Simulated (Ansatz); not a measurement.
# GaCuSe2 (I-42d): zone-centre modes under pressure, part 2 of 3

Aim: how do the optical modes of GaCuSe2 (I-42d) move with volume?

Ansatz 0.2.0; DFT PBEsol, scalar-relativistic, plane waves, PAW; PAW set soft_1.

So far: Starting point; Bringing the structure to rest.

### 3. Tight relaxation

Phonons need small forces and stress, so the relaxation is finished with tight tolerances on 8×8×8 k points.

The input, input.yaml:

```yaml
crystal:
  lattice:
    - [-2.7850783384, 2.7850783384, 5.5374950885]
    - [2.7850783384, -2.7850783384, 5.5374950885]
    - [2.7850783384, 2.7850783384, -5.5374950885]
  atoms:
    - { symbol: Cu, position: [0.0, 0.0, 0.0] }
    - { symbol: Cu, position: [0.75, 0.25, 0.5] }
    - { symbol: Ga, position: [0.5, 0.5, 0.0] }
    - { symbol: Ga, position: [0.25, 0.75, 0.5] }
    - { symbol: Se, position: [0.375, 0.3668021564, 0.4918021564] }
    - { symbol: Se, position: [0.6331978436, 0.125, 1.0081978436] }
    - { symbol: Se, position: [0.875, 0.8831978436, 0.5081978436] }
    - { symbol: Se, position: [0.1168021564, 0.625, -0.0081978436] }
kpoints:
  mp_grid: { grid: [8, 8, 8] }
hamiltonian:
  xc: pbesol
  pseudopotentials: { kind: paw, azcp: { folder: soft_1 }, xc_functional: pbe }
scf:
  occupations: { method: gaussian, width: 0.01 }
output:
  forces: true
  stress: true
  eigenvalues: true
relax:
  adjacent_minimum: "off"
  f_tol: 0.001
  max_steps: 60
  cell: { stress_tol: 0.01 }
```

Launch:

```
$ ansatz run input.yaml --threads 4 --pin off --max-ram 16384MiB --backend cpu --events-out ev --progress --plain --runs-dir out
```

Numbers of over 12 decimals in the logs are rounded to 6 here.

The log of the run:

```text
[...]
Crystal: 8 atoms, lattice volume = 171.810 Å³
Basis set: ecut = 420 eV, 3411 PW (Γ), exchange–correlation on 96×96×96 points (8 copies of the dense FFT grid, shifted against one another)
Bands: 77, of which v1, the nominal top of the filled ones, is band 64 counted from 1 (63 counted from 0)
Symmetry: 8 space group operations
[...]
k-points: 59 of 512 (time reversal used)
[...]
atoms:
    - { symbol: Cu, position: [0.0, 0.0, 0.0] }
    - { symbol: Cu, position: [0.75, 0.25, 0.500000] }
    - { symbol: Ga, position: [0.5, 0.5, 0.0] }
    - { symbol: Ga, position: [0.25, 0.75, 0.500000] }
    - { symbol: Se, position: [0.375000, 0.366802, 0.491802] }
    - { symbol: Se, position: [0.633198, 0.125000, 1.0081978436] }
    - { symbol: Se, position: [0.875000, 0.883198, 0.508198] }
    - { symbol: Se, position: [0.116802, 0.625, -0.00819784] }
[key lines of the parts left out:]
SCF converged after 7 iterations
Free energy (F): -42364.479236 eV
Fermi energy:    8.664031 eV
P = ⅓ Tr σ = 0.0015 GPa (0.015 kbar)
```

The job ended after 50 s (4 threads of Arm Neoverse V2, shared host; peak memory 1.1 GiB).

Little changed from the start: no atom moved by 0.005 Å and no cell edge by 0.1 %.

The largest force component left is 0.65 meV/Å and the pressure is 0.001 GPa, within the tolerances set. The cell now holds 21.48 Å³/atom.

### 4. Zone-centre response at rest

The force constants come from the linear response of the density to a displacement.

The modes at rest are the reference of the series.

input.yaml, as its differences from that of step 3:

```diff
@@ -22,9 +22,4 @@
 output:
-  forces: true
-  stress: true
   eigenvalues: true
-relax:
-  adjacent_minimum: "off"
-  f_tol: 0.001
-  max_steps: 60
-  cell: { stress_tol: 0.01 }
+phonons:
+  method: dfpt
```

The log of the run:

```text
[...]
Crystal: 8 atoms, lattice volume = 171.810 Å³
Basis set: ecut = 420 eV, 3411 PW (Γ), exchange–correlation on 96×96×96 points (8 copies of the dense FFT grid, shifted against one another)
Bands: 77, of which v1, the nominal top of the filled ones, is band 64 counted from 1 (63 counted from 0)
Symmetry: 8 space group operations
k-points: 260 of 512 (irreducible under 1 space group operation, time reversal used)
[...]
SCF iter   1: F=—  HF=-42365.560329 eV  |F-HF|=—  |Δ(HF+E_count)|=         —  Δρ=5.23e-2  dr2=3.53e0  ethr=3.10e-3  ⟨swp⟩=5.2  Hψ=66970  notcnv=0
[...]
SCF iter  15: F=-42364.479236 eV  HF=-42364.479236 eV  |F-HF|=1.46e-11  |Δ(HF+E_count)|=  1.46e-11  Δρ=3.79e-8  dr2=2.33e-12  ethr=1.00e-12  ⟨swp⟩=11.0  Hψ=111721  notcnv=0
SCF 1 converged in 15 iterations: F = -42364.479236 eV  dr2 = 2.33e-12
[...]
DFPT response loops at Γ: preconditioner auto → Resta (q_TF=auto, 2.598 Å⁻¹)  ε∞=22.3 (no band partly filled); β = 1.00, the filter's whole step (`scf.mixing.beta` (0.50) is not read by the response loops at its default; to damp them type it under 1.00, their step now; it binds the ground state too); Broyden in place of MSR1
SCF converged after 15 iterations
Free energy (F): -42364.479236 eV
[...]
Internal energy: -42364.479236 eV  (E = F + TS)
E sigma→0 (E₀):  -42364.479236 eV
Fermi energy:    8.664032 eV
[...]
--- Band table (eV; the first three rows and the last of 260) ---
  k-point 0: bands = [... 60 lower, 6.8817, 8.5120, 8.5120, 8.6035, 8.7246, 10.3717, 10.6887, 12.4847, ... 9 higher]
  k-point 1: bands = [... 60 lower, 6.9765, 7.6336, 8.3649, 8.4696, 9.6324, 10.5807, 11.1954, 12.3170, ... 9 higher]
  k-point 2: bands = [... 60 lower, 7.1526, 7.2428, 7.8993, 8.3474, 10.2250, 10.6624, 11.7188, 12.1126, ... 9 higher]
  k-point 259: bands = [... 60 lower, 7.2939, 7.2939, 7.6128, 7.6128, 10.3006, 10.3006, 10.3720, 10.3720, ... 9 higher]
--- Phonons (Γ-DFPT): 7 representative perturbations + reference, on 260 of 512 k-points (Σ response iterations 28) ---
  k mesh reduced under 1 symmetry operation, with k and −k counted as one. Each operation leaves every solved perturbation unchanged. A smaller set is not used because it would not reduce the number of displacements times k-points to solve
  ASR residual: 5.719e-5 → 0.000e0 eV/Å²; symmetrization residual: 3.674e-5 eV/Å²
  ASR residual per site (eV/Å²): 5.21e-5 5.21e-5 5.72e-5 5.72e-5 1.84e-5 1.84e-5 1.84e-5 1.84e-5
  Γ frequencies (cm⁻¹): 0.00 0.00 0.00 63.33 63.33 81.05 91.14 91.14 91.26 162.30 162.30 179.68 181.69 182.76 196.99 201.93 203.45 203.45 233.86 233.86 237.44 239.48 239.48 243.74
  non-analytic LO–TO correction: not included (Born effective charges unavailable; polar crystals: no LO–TO splitting at Γ)
```

Elapsed: 18 min, on 4 threads; peak memory 9.3 GiB.

Numbers from this step:

```yaml
sum_rule_residual_before_enforcement: 5.72e-5 eV/Å²
point_group: -42m
highest_optical_zone_centre_mode_no_lo_to_term: 243.7 cm⁻¹
lowest_optical_zone_centre_mode: 63.33 cm⁻¹
```

Without the LO-TO term. Patterns of degenerate modes are one choice out of their space. The modes at Γ (shares of kinetic energy by element, %):

| mode | frequency (cm⁻¹) | symmetry | Cu % | Ga % | Se % |
| --- | --- | --- | --- | --- | --- |
| 1 | 0.0 | acoustic | 22 | 24 | 54 |
| 2 | 0.0 | acoustic | 22 | 24 | 54 |
| 3 | 0.0 | acoustic | 22 | 24 | 54 |
| 4 | 63.3 | E | 49 | 11 | 40 |
| 5 | 63.3 | E | 49 | 11 | 40 |
| 6 | 81.0 | B2 | 37 | 31 | 33 |
| 7 | 91.1 | E | 16 | 43 | 41 |
| 8 | 91.1 | E | 16 | 43 | 41 |
| 9 | 91.3 | B1 | 45 | 22 | 34 |
| 10 | 162.3 | E | 72 | 17 | 11 |
| 11 | 162.3 | E | 72 | 17 | 11 |
| 12 | 179.7 | B1 | 54 | 27 | 19 |
| 13 | 181.7 | A1 | 0 | 0 | 100 |
| 14 | 182.8 | A2 | 0 | 0 | 100 |
| 15 | 197.0 | A2 | 0 | 0 | 100 |
| 16 | 201.9 | B2 | 41 | 7 | 52 |
| 17 | 203.4 | E | 40 | 2 | 58 |
| 18 | 203.4 | E | 40 | 2 | 58 |
| 19 | 233.9 | E | 0 | 46 | 54 |
| 20 | 233.9 | E | 0 | 46 | 54 |
| 21 | 237.4 | B2 | 1 | 38 | 61 |
| 22 | 239.5 | E | 2 | 58 | 41 |
| 23 | 239.5 | E | 2 | 58 | 41 |
| 24 | 243.7 | B1 | 1 | 51 | 48 |

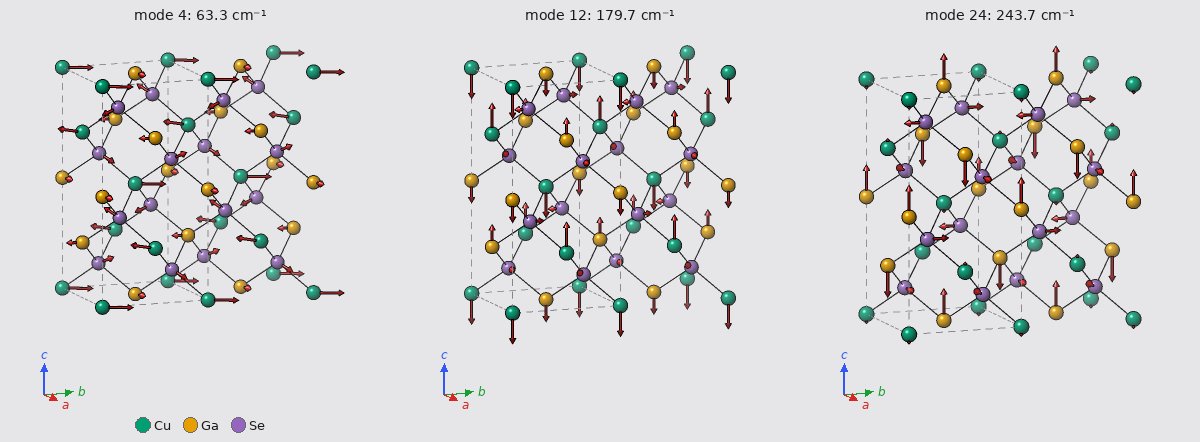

Displacement patterns of modes 4, 12 and 24 at Γ; arrows are exaggerated. Bonds to atoms that aren't drawn are left out. 1×2×1 conventional cells are drawn. Some periodic images of atoms are drawn too.

Before it was imposed, the acoustic sum rule was missed by 5.7e-5 eV/Å². Small misses are needed for a sound result but don't prove that mesh and cutoff are converged. The lowest optical mode is real, 63.3 cm⁻¹.

### 5. A member of the series: 0.94 times the volume at rest

The cell is set to 0.94 times the volume at rest, and shape and atoms relax at that volume.

The input, input.yaml:

```yaml
crystal:
  lattice:
    - [-2.7283428616, 2.7283428616, 5.423980845]
    - [2.7283428616, -2.7283428616, 5.423980845]
    - [2.7283428616, 2.7283428616, -5.423980845]
  atoms:
    - { symbol: Cu, position: [0.0, 0.0, 0.0] }
    - { symbol: Cu, position: [0.75, 0.25, 0.5] }
    - { symbol: Ga, position: [0.5, 0.5, 0.0] }
    - { symbol: Ga, position: [0.25, 0.75, 0.5] }
    - { symbol: Se, position: [0.375, 0.3662990145, 0.4912990145] }
    - { symbol: Se, position: [0.6337009855, 0.125, 1.0087009855] }
    - { symbol: Se, position: [0.875, 0.8837009855, 0.5087009855] }
    - { symbol: Se, position: [0.1162990145, 0.625, -0.0087009855] }
kpoints:
  mp_grid: { grid: [8, 8, 8] }
hamiltonian:
  xc: pbesol
  pseudopotentials: { kind: paw, azcp: { folder: soft_1 }, xc_functional: pbe }
scf:
  occupations: { method: gaussian, width: 0.01 }
output:
  forces: true
  stress: true
  eigenvalues: true
relax:
  adjacent_minimum: "off"
  f_tol: 0.001
  max_steps: 60
  cell: { stress_tol: 0.01, fix: [volume] }
```

The log of the run:

```text
[...]
Crystal: 8 atoms, lattice volume = 161.501 Å³
Basis set: ecut = 420 eV, 3115 PW (Γ), exchange–correlation on 90×90×90 points (8 copies of the dense FFT grid, shifted against one another)
Bands: 77, of which v1, the nominal top of the filled ones, is band 64 counted from 1 (63 counted from 0)
Symmetry: 8 space group operations
[...]
k-points: 59 of 512 (time reversal used)
[...]
- [2.728473, 2.728473, -5.423462]
  atoms:
    - { symbol: Cu, position: [0, 0, 0] }
    - { symbol: Cu, position: [0.750000, 0.25, 0.500000] }
    - { symbol: Ga, position: [0.5, 0.5, 0] }
    - { symbol: Ga, position: [0.25, 0.750000, 0.500000] }
    - { symbol: Se, position: [0.375, 0.366065, 0.491065] }
    - { symbol: Se, position: [0.633935, 0.125000, 1.008935] }
    - { symbol: Se, position: [0.875, 0.883935, 0.508935] }
    - { symbol: Se, position: [0.116065, 0.625, -0.00893492] }
[key lines of the parts left out:]
SCF converged after 6 iterations
Free energy (F): -42364.324599 eV
Fermi energy:    9.733653 eV
P = ⅓ Tr σ = 5.1005 GPa (51.005 kbar)
```

Run time: 80 s. Hardware: 4 threads; peak memory 1 GiB; 5.3 min of CPU time.

Little changed from the start: no atom moved by 0.005 Å and no cell edge by 0.1 %.

Numbers from this step:

```
pressure          : 5.101 GPa
gap on the k-mesh : 0.3923 eV
volume per atom   : 20.19 Å³
```

The largest force component left is 0.060 meV/Å, at a pressure of 5.10 GPa.

### 6. Zone-centre modes of the member: 0.94 times the volume at rest

The zone-centre modes follow for 0.94 times the volume at rest.

The input, input.yaml:

```yaml
crystal:
  lattice:
    - [-2.7284733053, 2.7284733053, 5.4234622345]
    - [2.7284733053, -2.7284733053, 5.4234622345]
    - [2.7284733053, 2.7284733053, -5.4234622345]
  atoms:
    - { symbol: Cu, position: [0.0, 0.0, 0.0] }
    - { symbol: Cu, position: [0.75, 0.25, 0.5] }
    - { symbol: Ga, position: [0.5, 0.5, 0.0] }
    - { symbol: Ga, position: [0.25, 0.75, 0.5] }
    - { symbol: Se, position: [0.375, 0.3660650781, 0.4910650781] }
    - { symbol: Se, position: [0.6339349219, 0.125, 1.0089349219] }
    - { symbol: Se, position: [0.875, 0.8839349219, 0.5089349219] }
    - { symbol: Se, position: [0.1160650781, 0.625, -0.0089349219] }
kpoints:
  mp_grid: { grid: [8, 8, 8] }
hamiltonian:
  xc: pbesol
  pseudopotentials: { kind: paw, azcp: { folder: soft_1 }, xc_functional: pbe }
scf:
  occupations: { method: fixed }
output:
  eigenvalues: true
phonons:
  method: dfpt
```

The log of the run:

```text
[...]
Crystal: 8 atoms, lattice volume = 161.501 Å³
Basis set: ecut = 420 eV, 3115 PW (Γ), exchange–correlation on 96×96×96 points (8 copies of the dense FFT grid, shifted against one another)
Bands: 77, of which v1, the nominal top of the filled ones, is band 64 counted from 1 (63 counted from 0)
Symmetry: 8 space group operations
k-points: 260 of 512 (irreducible under 1 space group operation, time reversal used)
[...]
SCF iter   1: F=—  HF=-42365.300431 eV  |F-HF|=—  |Δ(HF+E_count)|=         —  Δρ=5.22e-2  dr2=3.16e0  ethr=3.10e-3  ⟨swp⟩=5.0  Hψ=56599  notcnv=0  defer=2764
[...]
SCF iter  14: F=-42364.324599 eV  HF=-42364.324599 eV  |F-HF|=5.82e-11  |Δ(HF+E_count)|=  2.26e-10  Δρ=1.67e-7  dr2=2.85e-11  ethr=1.00e-12  ⟨swp⟩=5.2  Hψ=106195  notcnv=0
SCF 1 converged in 14 iterations: F = -42364.324599 eV  dr2 = 2.85e-11
[...]
SCF converged after 14 iterations
Free energy (F): -42364.324599 eV
[...]
Internal energy: -42364.324599 eV  (E = F + TS)
E sigma→0 (E₀):  -42364.324599 eV
Fermi energy:    9.537496 eV
[...]
--- Band table (eV; the first three rows and the last of 260) ---
  k-point 0: bands = [... 60 lower, 7.5908, 9.4456, 9.4456, 9.5375, 9.9298, 11.1912, 11.6664, 13.4549, ... 9 higher]
  k-point 1: bands = [... 60 lower, 7.7100, 8.5542, 9.2581, 9.3969, 10.7994, 11.4622, 12.2003, 13.3196, ... 9 higher]
  k-point 2: bands = [... 60 lower, 7.9134, 8.0324, 8.7177, 9.2544, 11.3909, 11.6576, 12.7399, 13.1883, ... 9 higher]
  k-point 259: bands = [... 60 lower, 8.0605, 8.0605, 8.4055, 8.4055, 11.2059, 11.2059, 11.2878, 11.2878, ... 9 higher]
[...]
ASR residual: 2.982e-4 → 0.000e0 eV/Å²; symmetrization residual: 1.706e-5 eV/Å²
[...]
```

The job ended after 17 min (4 threads; peak memory 8.9 GiB; 69 min of CPU time).

This step gave:

* sum-rule residual before enforcement: 2.98e-4 eV/Å²
* highest optical zone-centre mode (no LO-TO term): 269.5 cm⁻¹
* lowest optical zone-centre mode: 54.08 cm⁻¹

Without the LO-TO term. Patterns of degenerate modes are one choice out of their space. The modes at Γ (shares of kinetic energy by element, %):

| mode | frequency (cm⁻¹) | symmetry | Cu % | Ga % | Se % |
| --- | --- | --- | --- | --- | --- |
| 1 | 0.0 | acoustic | 22 | 24 | 54 |
| 2 | 0.0 | acoustic | 22 | 24 | 54 |
| 3 | 0.0 | acoustic | 22 | 24 | 54 |
| 4 | 54.1 | E | 44 | 12 | 44 |
| 5 | 54.1 | E | 44 | 12 | 44 |
| 6 | 78.7 | B2 | 33 | 30 | 37 |
| 7 | 87.4 | E | 15 | 41 | 44 |
| 8 | 87.4 | E | 15 | 41 | 44 |
| 9 | 89.5 | B1 | 38 | 24 | 38 |
| 10 | 183.8 | E | 72 | 21 | 7 |
| 11 | 183.8 | E | 72 | 21 | 7 |
| 12 | 199.8 | B1 | 59 | 31 | 11 |
| 13 | 200.2 | A1 | 0 | 0 | 100 |
| 14 | 201.5 | A2 | 0 | 0 | 100 |
| 15 | 215.9 | A2 | 0 | 0 | 100 |
| 16 | 230.4 | B2 | 42 | 9 | 49 |
| 17 | 234.0 | E | 42 | 4 | 54 |
| 18 | 234.0 | E | 42 | 4 | 54 |
| 19 | 260.4 | E | 1 | 48 | 51 |
| 20 | 260.4 | E | 1 | 48 | 51 |
| 21 | 263.3 | E | 4 | 50 | 46 |
| 22 | 263.3 | E | 4 | 50 | 46 |
| 23 | 263.4 | B2 | 3 | 37 | 60 |
| 24 | 269.5 | B1 | 3 | 46 | 51 |

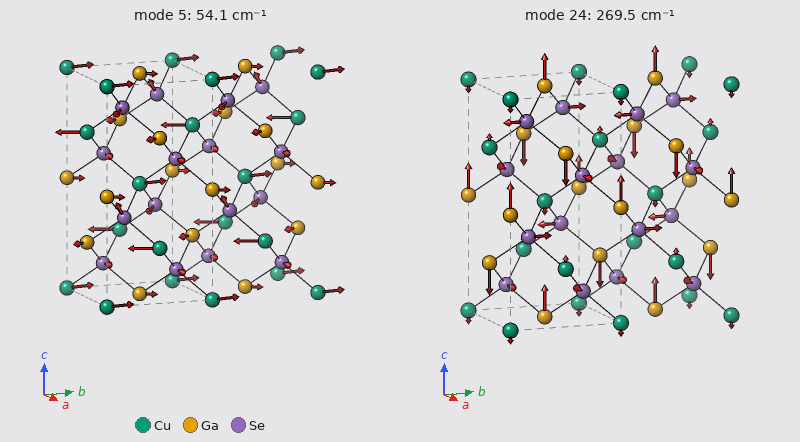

Displacement patterns of modes 5 and 24 at Γ; arrows are exaggerated. Bonds to atoms that aren't drawn are left out. 1×2×1 conventional cells are drawn. Some periodic images of atoms are drawn too.

Without the LO-TO term the lowest optical mode is real, 54.1 cm⁻¹, and the highest lies at 269.5 cm⁻¹.

Between step 4 and this run (occupations fixed and volume ratio 0.94) the value for the highest optical zone-centre mode (no LO-TO term) moves from 244 cm⁻¹ to 270 cm⁻¹ (+11 %).

### 7. A member of the series: 1.06 times the volume at rest

The cell is set to 1.06 times the volume at rest, and shape and atoms relax at that volume.

The input, input.yaml:

```yaml
crystal:
  lattice:
    - [-2.8394973784, 2.8394973784, 5.6469131219]
    - [2.8394973784, -2.8394973784, 5.6469131219]
    - [2.8394973784, 2.8394973784, -5.6469131219]
  atoms:
    - { symbol: Cu, position: [0.0, 0.0, 0.0] }
    - { symbol: Cu, position: [0.75, 0.25, 0.5] }
    - { symbol: Ga, position: [0.5, 0.5, 0.0] }
    - { symbol: Ga, position: [0.25, 0.75, 0.5] }
    - { symbol: Se, position: [0.375, 0.3673496315, 0.4923496315] }
    - { symbol: Se, position: [0.6326503685, 0.125, 1.0076503685] }
    - { symbol: Se, position: [0.875, 0.8826503685, 0.5076503685] }
    - { symbol: Se, position: [0.1173496315, 0.625, -0.0076503685] }
kpoints:
  mp_grid: { grid: [8, 8, 8] }
hamiltonian:
  xc: pbesol
  pseudopotentials: { kind: paw, azcp: { folder: soft_1 }, xc_functional: pbe }
scf:
  occupations: { method: gaussian, width: 0.01 }
output:
  forces: true
  stress: true
  eigenvalues: true
relax:
  adjacent_minimum: "off"
  f_tol: 0.001
  max_steps: 60
  cell: { stress_tol: 0.01, fix: [volume] }
```

The log of the run:

```text
[...]
Crystal: 8 atoms, lattice volume = 182.118 Å³
Basis set: ecut = 420 eV, 3563 PW (Γ), exchange–correlation on 96×96×96 points (8 copies of the dense FFT grid, shifted against one another)
Bands: 77, of which v1, the nominal top of the filled ones, is band 64 counted from 1 (63 counted from 0)
Symmetry: 8 space group operations
[...]
k-points: 59 of 512 (time reversal used)
[...]
- [2.839439, 2.839439, -5.647145]
  atoms:
    - { symbol: Cu, position: [0, 0, 0] }
    - { symbol: Cu, position: [0.75, 0.250000, 0.5] }
    - { symbol: Ga, position: [0.5, 0.5, 0] }
    - { symbol: Ga, position: [0.250000, 0.75, 0.5] }
    - { symbol: Se, position: [0.375, 0.367661, 0.492661] }
    - { symbol: Se, position: [0.632339, 0.125000, 1.007339] }
    - { symbol: Se, position: [0.875000, 0.882339, 0.507339] }
    - { symbol: Se, position: [0.117661, 0.625, -0.00733901] }
[key lines of the parts left out:]
SCF converged after 7 iterations
Free energy (F): -42364.357447 eV
Fermi energy:    7.735156 eV
P = ⅓ Tr σ = -3.5781 GPa (-35.781 kbar)
```

Run time: 85 s. Hardware: 4 threads; peak memory 1.1 GiB.

(Part 2 of 3 ends here.)

[Logs are printed without paths, hosts, clocks, repeated set-up lines and the standing remarks that a program may print on its own settings, such as how far it seeks lower states.]

[Hosts, paths, dates, database ids (printed as entryN), source tags and the programs' standing remarks are cut or masked in the printed files.]
